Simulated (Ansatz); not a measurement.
```
CELL_PARAMETERS angstrom
0.00000 -3.57770 -3.57770
0.00000 3.57770 -3.57770
3.57770 0.00000 0.00000
ATOMIC_POSITIONS crystal
Mo 0.00000 0.00000 0.00000
Se 0.50000 0.00000 0.50000
Mo 0.50000 0.50000 0.00000
Se 0.00000 0.50000 0.50000
```

Space group Pm-3m; started from the CsCl (B2) prototype, which need not be the ambient phase; computed pressure about −4 GPa in this cell; the SCF solution may not be the lowest one; Hubbard U of 4.38 eV on Mo d only; the program warned that another magnetic order may lie lower; spin-polarised.

Level of theory: Ansatz 0.2.0, DFT r2SCAN+U, scalar-relativistic, plane waves, PAW.

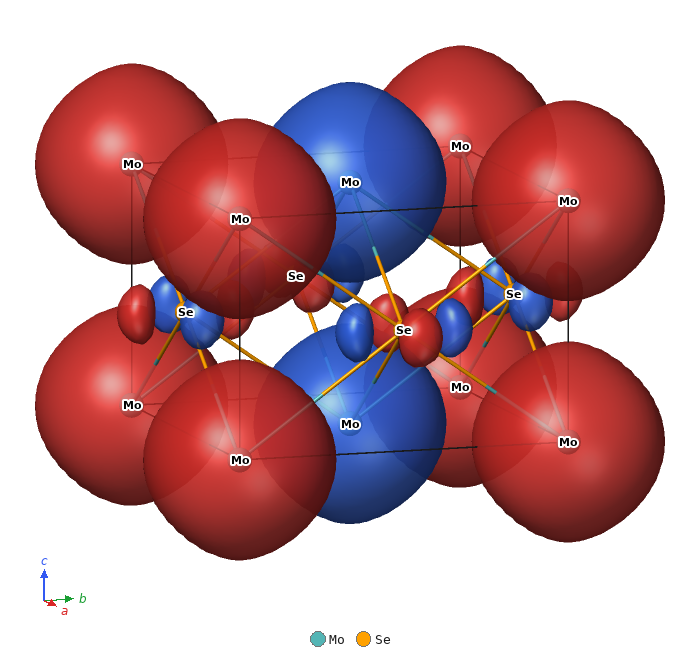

MoSe. Isosurfaces of the spin density (up minus down) at +0.08 (red) and −0.08 e/Å³ (blue), seen slightly off an axis. Sticks mark near contacts.

Core electrons are frozen (PAW), and the valence fields are smoothed inside the atomic spheres.

> Which atoms carry the moments, and with what signs?

The spin density sits on Mo: +3.8 μB and −3.8 μB in one cell of 4 atoms: antiferromagnetic in this solution, which needn't be the ground state, with some nearest magnetic neighbours parallel and some opposed. The cell of the calculation (4 atoms) carries 0.0 μB of net spin moment.
